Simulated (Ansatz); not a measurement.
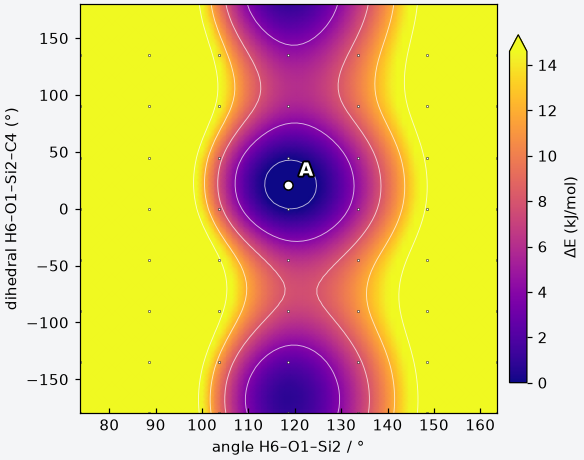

CH₂ClNOSi, SMILES O[Si]1(Cl)C=N1. Coordinates scanned: (1) angle H6–O1–Si2; (2) dihedral H6–O1–Si2–C4. Nothing is relaxed (all other coordinates rigid). Grid: 7 × 8 points. Points are written as (first, second). Energies: kJ/mol, counted from the lowest grid point. These are results of Ansatz 0.2.0, RKS BHLYP-D4/def2-SVP, not measurements.

Drawn: a smooth colour map with a few white contour lines, dots at the grid points, one colour for all values above the top of the scale, the well A. Between grid points the surface is interpolated.

> Estimate the position of the minimum and the force constants in these coordinates. Take the well at A.

The interpolated minimum is at angle H6–O1–Si2 ≈ 118.6°, dihedral H6–O1–Si2–C4 ≈ 21°. The curvatures there are about 2.1 eV/rad² and 0.15 eV/rad², with a cross term of about 0 eV/rad². Round the minimum the two coordinates are nearly uncoupled. (1 eV is 96.5 kJ/mol.)
